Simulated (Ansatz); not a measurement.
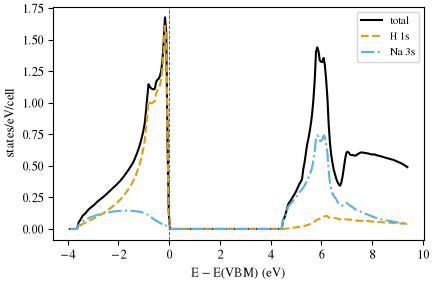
Total and projected density of states of NaH (rock salt, space group No. 225), plane-wave PAW r²SCAN (Ansatz code)

**Question.** Which orbitals carry the states next to the gap?

**Answer.** Top 1 eV of the valence band: H 1s 92 %, Na 3s 6 %. Bottom 1 eV of the conduction band: Na 3s 79 %, outside the projected shells 17 %. Projections are on Löwdin-orthogonalised atomic valence shells; empty p or d shells of many metals are not among them.

Space group Fm-3m (rock salt). Symmetry was held in the r²SCAN relaxation; phonons on a q-mesh show no instability.

Potentials: the later of the program's two PAW sets.
